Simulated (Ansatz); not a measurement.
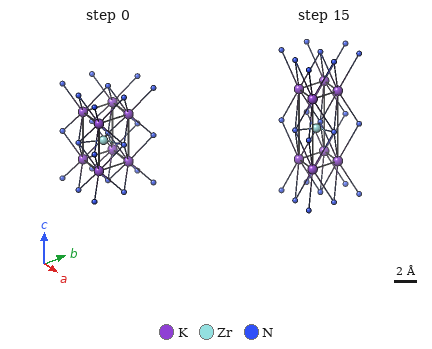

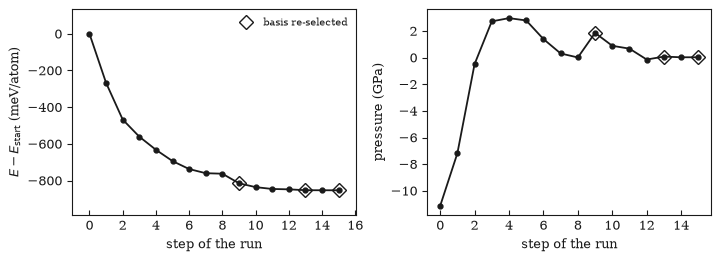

First and last geometry of a relaxation of a crystal of KZrN (a generated structure, set up in P-6m2) (coarse preliminary run), with the history of the run. The picture is a ball-and-stick view of the cell of the calculation, seen slightly off an axis.

These are results of Ansatz, DFT PBE, scalar-relativistic, plane waves, PAW, not measurements. Set-up: plane-wave cutoff 420 eV; k-point mesh 6 × 6 × 4; occupations gaussian; smearing width 0.1 eV; no spin polarisation; cell and atoms relaxed; force threshold 0.04 eV/Å; at most 70 steps.

Read the history and describe the run.

Answer. It converged. After 12 accepted moves (15 points after the start) the energy has fallen by 853 meV per atom. All forces vanish by symmetry, so only the cell relaxes. The pressure goes from −11.14 to 0.03 GPa. The SCF was repeated 3 times at an unchanged geometry on a basis and grid sized afresh for the cell, which shifted the energy by 52.0 meV per atom at most. No atom moves by more than 0.005 Å relative to the cell. The volume changes by +8.2 %, with a = b 4.263 → 3.639 Å (−14.6 %), c 4.537 → 6.736 Å (+48.5 %). Among the contacts that change: K–N 3.347 → 3.970 Å, K–Zr 3.347 → 3.970 Å, N–Zr 2.461 → 2.101 Å. The space group stays P-6m2 (No. 187). Cost: 41 s on 1 thread of Arm Neoverse V2, on a shared host, peak memory 0.35 GiB.
